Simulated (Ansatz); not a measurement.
## Te3As2 (Kalgoorlieite): the HSE06 gap against the k mesh of the hybrid

Aim: see how gap, energy and time of Te3As2 (Kalgoorlieite) follow the k mesh of the hybrid.

Program: Ansatz 0.2.0. Level of theory: DFT, HSE06, plane waves, PAW. Results are calculated unless marked as measured.

### 1. The structure

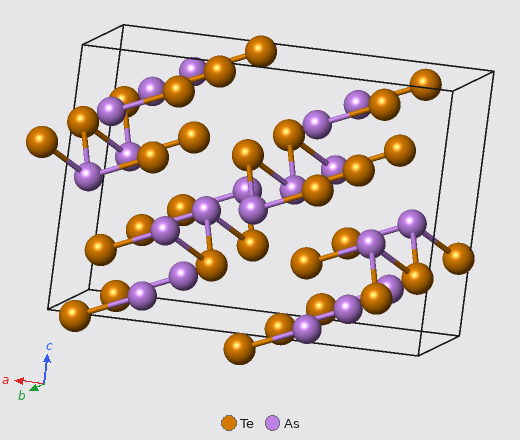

Start, viewed from a free direction; tellurium orange, arsenic purple. 1×2×1 cells are drawn. This picture shows the conventional cell, with its axes. Some periodic images of atoms are drawn too.

As a file:

```cif
data_structure
_symmetry_space_group_name_H-M 'P 1'
_symmetry_Int_Tables_number 1
_cell_length_a 7.4547
_cell_length_b 7.4547
_cell_length_c 9.8990
_cell_angle_alpha 94.917
_cell_angle_beta 94.917
_cell_angle_gamma 31.283
_cell_volume 284.53
loop_
_atom_site_label
_atom_site_type_symbol
_atom_site_fract_x
_atom_site_fract_y
_atom_site_fract_z
_atom_site_occupancy
Te1 Te 0.02890 0.02890 0.28680 1
Te2 Te 0.97110 0.97110 0.71320 1
Te3 Te 0.77770 0.77770 0.33900 1
Te4 Te 0.22230 0.22230 0.66100 1
Te5 Te 0.37440 0.37440 0.03550 1
Te6 Te 0.62560 0.62560 0.96450 1
As7 As 0.20260 0.20260 0.14080 1
As8 As 0.79740 0.79740 0.85920 1
As9 As 0.61330 0.61330 0.44060 1
As10 As 0.38670 0.38670 0.55940 1
```

The cell and positions come from the Crystallography Open Database and are kept as given unless a step says otherwise. Spin-orbit coupling is left out unless a step names it. The default PAW set here is soft_2. Its files were made with PBE.

### 2. k mesh of the hybrid: 2×2×2

Contents of input.yaml:

```yaml
crystal:
  lattice:
    - [7.17865, -2.00995, 0.0]
    - [7.17865, 2.00995, 0.0]
    - [-0.8811692412, 0.0, 9.859702925]
  atoms:
    - { symbol: Te, position: [0.0289, 0.0289, 0.2868] }
    - { symbol: Te, position: [0.9711, 0.9711, 0.7132] }
    - { symbol: Te, position: [0.7777, 0.7777, 0.339] }
    - { symbol: Te, position: [0.2223, 0.2223, 0.661] }
    - { symbol: Te, position: [0.3744, 0.3744, 0.0355] }
    - { symbol: Te, position: [0.6256, 0.6256, 0.9645] }
    - { symbol: As, position: [0.2026, 0.2026, 0.1408] }
    - { symbol: As, position: [0.7974, 0.7974, 0.8592] }
    - { symbol: As, position: [0.6133, 0.6133, 0.4406] }
    - { symbol: As, position: [0.3867, 0.3867, 0.5594] }
kpoints:
  mp_grid: { grid: [2, 2, 2] }
  band_path:
    path:
      - [0.0, 0.0, 0.0]
      - [-0.26975513, 0.26975513, 0.0]
      - [-0.73024487, -0.26975513, 0.0]
      - [-0.5, -0.5, 0.0]
      - [-0.5, -0.5, 0.5]
      - [-0.73279539, -0.26720461, 0.5]
      - [-0.26720461, 0.26720461, 0.5]
      - [0.0, 0.0, 0.5]
      - [-0.592097948, -0.407902052, 0.0]
      - [0.0, 0.0, 0.3]
    npoints: 1
hamiltonian:
  xc: hse06
scf:
  occupations: { method: fixed }
  n_extra_bands: 7
output:
  eigenvalues: true
  write_density: true
  write_potential: true
  elf: true
  volumetric_format: npy
```

Launch:

```sh
> ansatz run input.yaml --threads 3 --pin off --max-ram 92160MiB --backend cuda --events-out ev --progress --plain --runs-dir out --devices 1 --max-vram 13GiB
```

Numbers of over 12 decimals in the logs are rounded to 6 here.

Log:

```text
scf.n_extra_bands = 7 over 78 filled bands (N_el = 156.0): the run solves 85 bands
exact exchange: scf.exx.singularity resolves to wigner_seitz, which cuts the screened interaction at the faces of the exchange supercell's Wigner-Seitz cell, so that each pair interacts once, at the shortest of its separations (the periodic images that this leaves out come, for a point-like exchange hole, to about 0.016 eV on a filled level). The cut falls within the interaction's reach, and what an exchange supercel [...]
GPUs: using 1 of 1 available (devices: 1).
Engine: ansatz 0.2.0, x86_64-unknown-linux-gnu
Pseudopotentials: kind: paw
Pseudopotential: Te, paw, valence charge 16, recommended cutoff 420 eV (normal), Te.paw.azcp
Pseudopotential: As, paw, valence charge 15, recommended cutoff 420 eV (normal), As.paw.azcp
Functional definition: HSE06
  parameter a = 0.25
  parameter omega = 0.11/bohr
  exchange = pbe_x - a*pbe_x_sr(omega) + a*exact_x_sr(omega)
  correlation = pbe_c
davidson cushion auto → on  (no smearing: the cushion is to keep the highest requested band from converging to the state above it; pin scf.eigensolver.cushion to override)
device memory: the entry about to start is reckoned to put 4.8 GiB on a device that reports 35.2 GiB free (of which the cap on the GPU budget leaves the run 13.0 GiB)
GPU FFT provider: cuFFT
GPU libraries: cuBLAS 13.8.2, cuFFT 12.4.0, cuSOLVER 12.3.4
Crystal: 10 atoms, lattice volume = 284.526 Å³
Basis set: ecut = 420 eV, 5571 PW (Γ)
Bands: 85, of which v1, the nominal top of the filled ones, is band 78 counted from 1 (77 counted from 0)
Symmetry: 4 space group operations
Space group: C2/m (ITA 12), of the structure as read, at distance tolerance 6.6e-5 Å
k-points: 6 of 8
Non-local potential: Te, projectors of the file, l = 0: 2, l = 1: 2, l = 2: 2, l = 3: 2
Non-local potential: As, projectors of the file, l = 0: 2, l = 1: 2, l = 2: 3, l = 3: 1
PAW form: soft (Blöchl's): semilocal exchange-correlation on the pseudo side does not see the compensation charge
PAW frozen core: Te, regenerated for the run's functional, and the local potential with it (the file was generated under x = pbe(κ = 0.804, μ = 0.219515), c = pbe(β = 0.066725))
PAW frozen core: As, regenerated for the run's functional, and the local potential with it (the file was generated under x = pbe(κ = 0.804, μ = 0.219515), c = pbe(β = 0.066725))
PAW one-centre angular grid: Te, 590 points (default); XC on 64 Gauss nodes
PAW one-centre angular grid: As, 590 points (default); XC on 64 Gauss nodes
Initial density: superposition of atomic densities (neutral atoms: chi_scale 0, normalization atom), corrected by the library's trained network
Initial wavefunctions: pseudopotential atomic-orbital guess
GPU buffer pool allocated for 180000 grid points (all kernels)
GPU transforms: local potential and band sums: pruned to the plane-wave sphere, on 50×50×72
Functional: x = pbe(κ = 0.804, μ = 0.219515), c = pbe(β = 0.066725), warm-up for x = pbe(κ = 0.804, μ = 0.219515) + 0.25 (exact − pbe) at short range (hse, ω = 0.207870 Å⁻¹), c = pbe(β = 0.066725); HSE06 as pw.x's `hse` composes it (authors' and Libxc's form: `xc: wpbeh`)
SCF iter   1: F=—  HF=-61303.296770 eV  |F-HF|=—  |Δ(HF+E_count)|=         —  Δρ=3.08e-3  dr2=7.75e-2  ethr=1.77e-3  ⟨swp⟩=7.3  Hψ=2009  notcnv=0
preconditioner: auto → none  [insulator: Δε(μ)=0.566 eV  Ē_g=7.285 eV  n_scr=66 (ndim 8)  ℏωp=16.5 eV  f_vac=0.017]
SCF iter   2: F=—  HF=-61303.308945 eV  |F-HF|=—  |Δ(HF+E_count)|=   1.22e-2  Δρ=2.77e-3  dr2=1.74e-1  ethr=4.97e-5  ⟨swp⟩=5.2  Hψ=1342  notcnv=0  defer=2
SCF iter   3: F=—  HF=-61303.299266 eV  |F-HF|=—  |Δ(HF+E_count)|=   9.68e-3  Δρ=1.92e-3  dr2=1.21e-1  ethr=4.97e-5  ⟨swp⟩=4.0  Hψ=1262  notcnv=0
SCF iter   4: F=—  HF=-61303.288397 eV  |F-HF|=—  |Δ(HF+E_count)|=   1.09e-2  Δρ=9.47e-4  dr2=1.88e-2  ethr=4.97e-5  ⟨swp⟩=2.8  Hψ=1129  notcnv=0
iter 5 solved again at ethr=1.05e-6 eV; its pass at ethr=1.20e-5 eV (dr2=1.64e-3 eV) is discarded
[...]
SCF iter   5: F=—  HF=-61333.768119 eV  |F-HF|=—  |Δ(HF+E_count)|=   9.46e-4  Δρ=2.81e-4  dr2=4.89e-4  ethr=7.24e-8  ⟨swp⟩=4.0  Hψ=1721  notcnv=0
SCF iter   6: F=—  HF=-61333.769464 eV  |F-HF|=—  |Δ(HF+E_count)|=   1.34e-3  Δρ=2.20e-4  dr2=2.39e-4  ethr=7.24e-8  ⟨swp⟩=4.5  Hψ=1492  notcnv=0
SCF iter   7: F=-61333.769402 eV  HF=-61333.769409 eV  |F-HF|=6.86e-6  |Δ(HF+E_count)|=   5.49e-5  Δρ=6.08e-5  dr2=2.76e-5  ethr=7.24e-8  ⟨swp⟩=3.2  Hψ=1292  notcnv=0
SCF 2 stopped early in 7 iterations: F = -61333.769402 eV  dr2 = 2.76e-5
hybrid outer 1: dexx = +4.397e-2 eV, tail = 5.50e-4 eV
GPU FFT provider: cuFFT
GPU libraries: cuBLAS 13.8.2, cuFFT 12.4.0, cuSOLVER 12.3.4
GPU buffer pool allocated for 180000 grid points (all kernels)
GPU transforms: local potential and band sums: pruned to the plane-wave sphere, on 50×50×72
Exchange kernel: α = 0.2500, screened, ω = 0.2079 Å⁻¹, Wigner–Seitz truncation, v(0) = 935.3402 eV·Å³, q-mesh 2×2×2, nearest image of the exchange supercell L = 8.04 Å, pair-density grid 30×30×45, without the augmentation charges, whose exchange is taken in its separable form by FFT convolution over the k-point mesh (sized by the pseudopotential files, 27×45×72 at the most), smooth part of the exact exchange by density-matrix convolution in up to 2.82 GiB of GPU memory as planned if the GPU has room (build and FFT work areas not counted)
Frozen-core exchange: fock
SCF iter   1: F=—  HF=-61333.770114 eV  |F-HF|=—  |Δ(HF+E_count)|=         —  Δρ=6.43e-5  dr2=2.99e-5  ethr=1.76e-6  ⟨swp⟩=2.8  Hψ=1128  notcnv=0
preconditioner: auto → none  [insulator: Δε(μ)=0.922 eV  Ē_g=8.346 eV  n_scr=66 (ndim 8)  ℏωp=16.5 eV  f_vac=0.018]
SCF iter   2: F=—  HF=-61333.770115 eV  |F-HF|=—  |Δ(HF+E_count)|=   1.15e-6  Δρ=2.79e-5  dr2=6.68e-6  ethr=1.78e-8  ⟨swp⟩=4.0  Hψ=1637  notcnv=0
iter 3 solved again at ethr=2.78e-10 eV; its pass at ethr=2.90e-9 eV (dr2=4.33e-7 eV) is discarded
SCF iter   3: F=—  HF=-61333.770113 eV  |F-HF|=—  |Δ(HF+E_count)|=   1.45e-6  Δρ=1.08e-5  dr2=1.94e-6  ethr=2.78e-10  ⟨swp⟩=3.0  Hψ=2474  notcnv=0
SCF iter   4: F=—  HF=-61333.770122 eV  |F-HF|=—  |Δ(HF+E_count)|=   8.51e-6  Δρ=1.26e-5  dr2=7.63e-7  ethr=2.78e-10  ⟨swp⟩=5.8  Hψ=1586  notcnv=0  defer=1
SCF iter   5: F=—  HF=-61333.770122 eV  |F-HF|=—  |Δ(HF+E_count)|=   1.71e-7  Δρ=3.37e-6  dr2=1.51e-7  ethr=2.78e-10  ⟨swp⟩=3.0  Hψ=1290  notcnv=0
SCF iter   6: F=-61333.770123 eV  HF=-61333.770123 eV  |F-HF|=3.56e-8  |Δ(HF+E_count)|=   7.37e-7  Δρ=3.32e-6  dr2=7.25e-8  ethr=1.22e-11  ⟨swp⟩=6.7  Hψ=1819  notcnv=0
SCF 3 converged in 6 iterations: F = -61333.770123 eV  dr2 = 7.25e-8
hybrid outer 2: dexx = +1.329e-5 eV, tail = 3.48e-7 eV, Δε = 2.96e-3 eV (about 1.47e-4 eV left of the loop's levels)
device memory: the entry about to start is reckoned to put 1.7 GiB on a device that reports 48.3 GiB free (of which the cap on the GPU budget leaves the run 13.0 GiB)
NSCF: frozen V_eff on 10 k-points
hybrid SCF converged: 2 outer / 13 inner (+7 warm-up), last move |dexx| = 1.33e-5 eV, tail = 3.48e-7 eV
Stability not checked: this state was not tested for a lower state beside it, because the functional holds exact exchange (a hybrid, or Hartree-Fock), whose exchange loop this test does not read (fock_operator; see scf.lower_state_search)
Free energy (F): -61333.770123 eV
Frozen-core exchange: fock
Harris-Foulkes:  -61333.770124 eV  (|F-HF|=3.56e-8)
Internal energy: -61333.770123 eV  (E = F + TS)
E sigma→0 (E₀):  -61333.770123 eV
Fermi energy:    8.900355 eV
--- Per-component energies (eV) ---
  E_band       = -2889.224957
  E_kinetic    = 1485.139869
  E_local      = -14946.275078  (includes V_loc(G=0)·N_el)
  E_nonlocal   = -4556.609125
  E_hartree    = 8893.456621
  E_xc         = -857.120724
  E_vxc        = -757.356736  (∫ρ·V_xc dr)
  E_exx        = -513.963391  (= α·E_x^exact, valence–valence)
  E_paw        = -35025.697901  (= ΣΔE_a)
  E_vpaw       = -873.104620  (= ΣTr[D̂ρ^β])
  E_aug_tail   = -0.001125  (compensation charges beyond the density's cutoff)
  E_ewald      = -15808.574038
  E_core_change = -4.125231  (= ΣΔE_core)
  E_smearing   = -0.000000  (= −TS)
  E_closure    = 0.000000  (closes the sum)
  Σ components = -61333.770123   (vs F -61333.770123, Δ=7.28e-12)
--- Band table (eV; the first three rows and the last of 6) ---
  k-point 0: bands = [... 74 lower, 8.2883, 8.3202, 8.5341, 8.5593, 10.6058, 10.7792, 11.0590, 11.3214, ... 3 higher]
  k-point 1: bands = [... 74 lower, 8.5579, 8.6582, 8.6751, 8.7250, 10.1847, 10.2985, 10.5800, 10.8789, ... 3 higher]
  k-point 2: bands = [... 74 lower, 7.6671, 7.7382, 8.1037, 8.1873, 10.4353, 10.9696, 10.9882, 11.5853, ... 3 higher]
  k-point 5: bands = [... 74 lower, 8.2167, 8.5934, 8.6885, 8.9004, 9.8219, 9.9575, 10.3106, 10.9846, ... 3 higher]
```

Wall time 48 s (1 × NVIDIA H100 80GB HBM3 (shared by 6 runs) with 3 threads of AMD EPYC 7R13 (Zen 3), shared host); peak memory 1.5 GiB.

This step gave:

```yaml
gap: 0.7513 eV
valence_top_at: k = (0.000, 0.000, 0.300)
conduction_bottom_at: M_2
least_direct_gap: 0.8474 eV
exact_exchange_fraction: 0.25
```

The gap is indirect, with the least direct gap 0.10 eV higher.

### 3. k mesh of the hybrid: 4×4×2

input.yaml: that of step 2 with these lines changed.

```diff
@@ -17,3 +17,3 @@
 kpoints:
-  mp_grid: { grid: [2, 2, 2] }
+  mp_grid: { grid: [4, 4, 2] }
   band_path:
@@ -38,5 +38 @@
   eigenvalues: true
-  write_density: true
-  write_potential: true
-  elf: true
-  volumetric_format: npy
```

Log:

```text
[...]
GPUs: using 1 of 1 available (devices: 1).
[...]
GPU FFT provider: cuFFT
GPU libraries: cuBLAS 13.8.2, cuFFT 12.4.0, cuSOLVER 12.3.4
Crystal: 10 atoms, lattice volume = 284.526 Å³
Basis set: ecut = 420 eV, 5571 PW (Γ)
Bands: 85, of which v1, the nominal top of the filled ones, is band 78 counted from 1 (77 counted from 0)
Symmetry: 4 space group operations
[...]
k-points: 14 of 32
[...]
Fermi energy:    8.971740 eV
[...]
--- Band table (eV; the first three rows and the last of 14) ---
  k-point 0: bands = [... 74 lower, 8.2706, 8.3041, 8.5154, 8.5480, 10.5357, 10.7304, 11.0160, 11.2702, ... 3 higher]
  k-point 1: bands = [... 74 lower, 8.5508, 8.6584, 8.7094, 8.7116, 10.1279, 10.2400, 10.5297, 10.8359, ... 3 higher]
  k-point 2: bands = [... 74 lower, 8.1234, 8.2811, 8.5019, 8.7305, 10.5096, 10.7962, 10.8408, 11.0068, ... 3 higher]
  k-point 13: bands = [... 74 lower, 8.2610, 8.6488, 8.6716, 8.8975, 9.7745, 9.8985, 10.2616, 10.9449, ... 3 higher]
[key lines of the parts left out:]
Free energy (F): -61334.807663 eV
```

Run time: 96 s. Hardware: 1 × NVIDIA H100 80GB HBM3 (shared by 6 runs) with 3 threads; peak memory 2 GiB.

Numbers from this step:

```yaml
gap: 0.7268 eV
valence_top_at: k = (0.000, 0.000, 0.300)
conduction_bottom_at: M_2
least_direct_gap: 0.8214 eV
```

The gap is 0.727 eV, −0.024 eV from the run before at this level.

### 4. k mesh of the hybrid: 6×6×2

input.yaml: that of step 3 with these lines changed.

```diff
@@ -17,3 +17,3 @@
 kpoints:
-  mp_grid: { grid: [4, 4, 2] }
+  mp_grid: { grid: [6, 6, 2] }
   band_path:
```

Log:

```text
[...]
GPUs: using 1 of 1 available (devices: 1).
[...]
GPU FFT provider: cuFFT
GPU libraries: cuBLAS 13.8.2, cuFFT 12.4.0, cuSOLVER 12.3.4
Crystal: 10 atoms, lattice volume = 284.526 Å³
Basis set: ecut = 420 eV, 5571 PW (Γ)
Bands: 85, of which v1, the nominal top of the filled ones, is band 78 counted from 1 (77 counted from 0)
Symmetry: 4 space group operations
[...]
k-points: 26 of 72
[...]
Fermi energy:    8.996839 eV
[...]
--- Band table (eV; the first three rows and the last of 26) ---
  k-point 0: bands = [... 74 lower, 8.2702, 8.3049, 8.5173, 8.5480, 10.5348, 10.7281, 11.0154, 11.2698, ... 3 higher]
  k-point 1: bands = [... 74 lower, 8.5528, 8.6579, 8.7102, 8.7164, 10.1274, 10.2384, 10.5343, 10.8370, ... 3 higher]
  k-point 2: bands = [... 74 lower, 8.1615, 8.3622, 8.5958, 8.9386, 10.6115, 10.7406, 10.9138, 11.2198, ... 3 higher]
  k-point 25: bands = [... 74 lower, 8.2675, 8.6536, 8.6709, 8.8973, 9.7740, 9.8969, 10.2653, 10.9448, ... 3 higher]
[key lines of the parts left out:]
Free energy (F): -61334.791896 eV
```

Run time: 3.2 min. Hardware: 1 × NVIDIA H100 80GB HBM3 (shared by 6 runs) with 3 threads; peak memory 2.9 GiB.

This step gave:

| Item | Value |
| --- | --- |
| gap | 0.7271 eV |
| valence top at | k = (0.000, 0.000, 0.300) |
| conduction bottom at | M_2 |
| least direct gap | 0.8219 eV |

The gap is 0.727 eV, as in the run before at this level.

### 5. The series

Differences are against the last row; a negative gap means that bands overlap, and a run with a band path holds that path's time. Times are wall times on 1 × NVIDIA H100 80GB HBM3 (shared by 6 runs) with 3 threads of AMD EPYC 7R13 (Zen 3), shared host, good to a factor of about two.

```csv
k mesh of the hybrid,gap (eV),direct gap (eV),gap error (eV),energy error (meV/atom),irreducible k,time
2×2×2,0.751,0.847,+0.024,+102.2,6,48 s
4×4×2,0.727,0.821,−0.0002,−1.6,14,96 s
6×6×2,0.727,0.822,+0.000,+0.0,26,3.2 min
```

### 6. Outcome

- 2×2×2: 0.751 eV
- 4×4×2: 0.727 eV
- 6×6×2: 0.727 eV

In words: The gap holds to 0.02 eV from 4×4×2 on. At 2×2×2 the gap is off by +0.024 eV and the energy by +102 meV/atom. The gap is read over the mesh and added points near the edges, so meshes differ mainly through the density and, for a hybrid, the exchange operator.

[Paths, hosts, dates, memory and timing lines, banners, echoed tables and standing remarks are left out of the program output.]

[Logs are printed without paths, hosts, clocks, repeated set-up lines and the standing remarks that a program may print on its own settings, such as how far it seeks lower states.]

[Runs of the session that timed out or met a known fault of the program may be left out.]

[Cells called generated may have been cut or substituted from an entry of the Crystallography Open Database or the Materials Project.]

[Hosts, paths, dates, database ids (printed as entryN), source tags and the programs' standing remarks are cut or masked in the printed files.]
